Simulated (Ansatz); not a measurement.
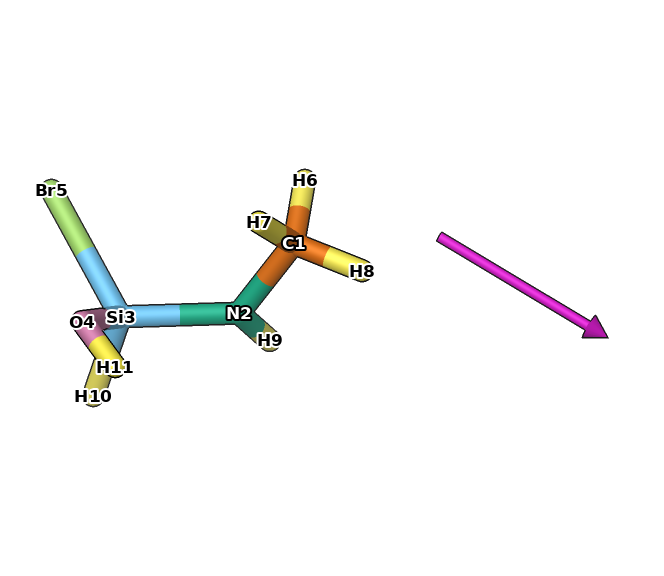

The arrow beside the molecule shows the direction of the dipole moment, from the negative to the positive end (its length means nothing). The computed structure is the end point of a PBE-D4/def2-SVP optimisation. No frequency run is at hand to confirm it as a minimum. Properties computed with RKS PBE-D4/def2-SVP (Ansatz 0.2.0).

> Estimate the dipole moment.

3.43 D; it points from the side of Br5 to the side of H8 (the outermost atoms at the two ends).
